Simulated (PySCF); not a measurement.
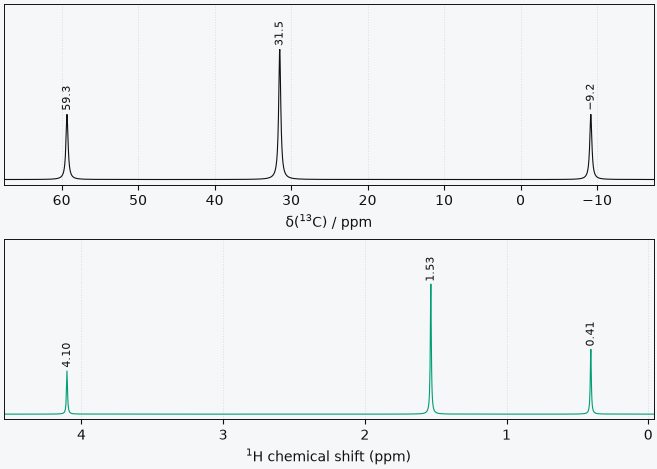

GIAO shifts, PBE0/pcSseg-1 with PySCF, at a PBE0-D3(BJ)/def2-SVP geometry (no frequency check), against TMS for ¹³C and TMS for ¹H computed at the same level. Gas phase, fully decoupled, line heights follow the number of nuclei, widths are arbitrary (no quadrupolar broadening); values of one conformer, averaged over nuclei that symmetry or rotation about single bonds exchange, these motions taken as fast; other conformers aren't averaged in.

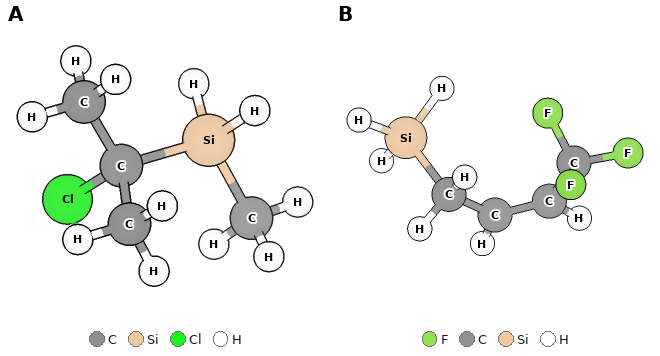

Question: Which molecule was computed? The candidates are drawn in the second picture.

Answer: Structure A, C₄H₁₁ClSi, SMILES C[SiH2]C(C)(C)Cl. Its ¹³C signals: 59.3 (1 C), 31.5 (2 C), −9.2 (1 C) ppm. Its ¹H signals: 4.10 (2 H), 1.53 (6 H), 0.41 (3 H) ppm.
